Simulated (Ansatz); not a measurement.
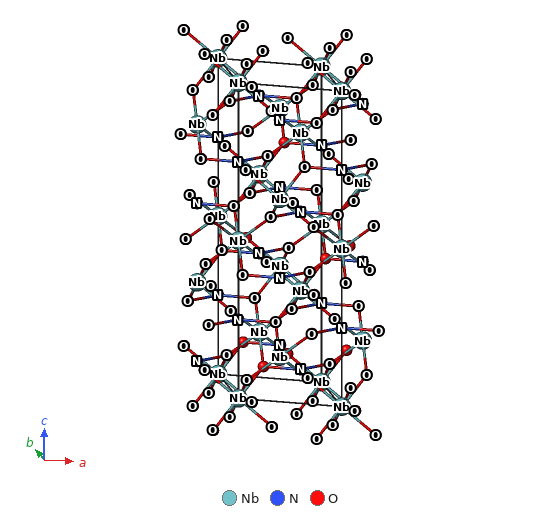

NbNO₃ (space group R-3c, No. 167). Coordinates: the end point of a relaxation with DFT, PAW plane waves, pbe in Ansatz 0.2.0; the starting structure was generated, so it need not be a known form of this composition.

Bonds are taken as N–O below 2 Å and Nb–O below 2.3 Å. The graph is simplified in the usual way: terminal and isolated atoms are pruned, two-connected atoms become edges.

What kind of net remains, and which atoms are its nodes?

A trinodal (3,3,6)-connected, three-periodic net: N is a 3-connected node; O is a 3-connected node; Nb is a 6-connected node, in the ratio 1:3:1.

Is the net interpenetrated?

It is a single net, without interpenetration.

How many nodes does the smallest cycle have?

Six.

The simplified net, drawn on the atoms' positions. Nodes are coloured by element. Short stubs are edges that leave the cut-out.

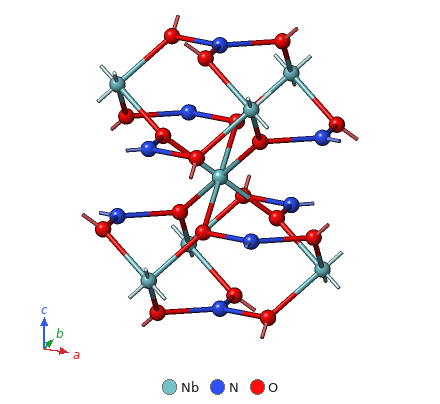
